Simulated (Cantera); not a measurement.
A closed system holds: 1 mol SiHCl3, 18 mol N2, 4.5 mol H2, at 1.33 mbar.

Equilibrium computed with Cantera from the NASA thermochemical tables; the gas is ideal and each condensed phase is pure. Candidate condensed phases: NH4Cl, Si, Si3N4; 28 gas species. N2 is the only nitrogen source here; it is nearly inert below about 1500 K, so the nitride shown seldom forms there in practice. The tables' values for SiCl, SiCl3, SiN are old estimates; treat these amounts as uncertain. Kinetics and transport are ignored.

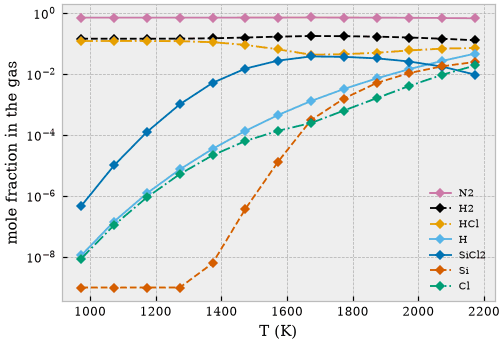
Fig. 1. Equilibrium gas composition (values under 1e-9 drawn at 1e-9)

From 973 K to 1573 K the condensed part is Si3N4(s). At 1673 K the condensed part is Si(s). At 1773 K the condensed part is Si(l). From 1873 K to 2173 K nothing is condensed. The main Si-bearing gas is SiCl4 at 973 K and Si at 2173 K.
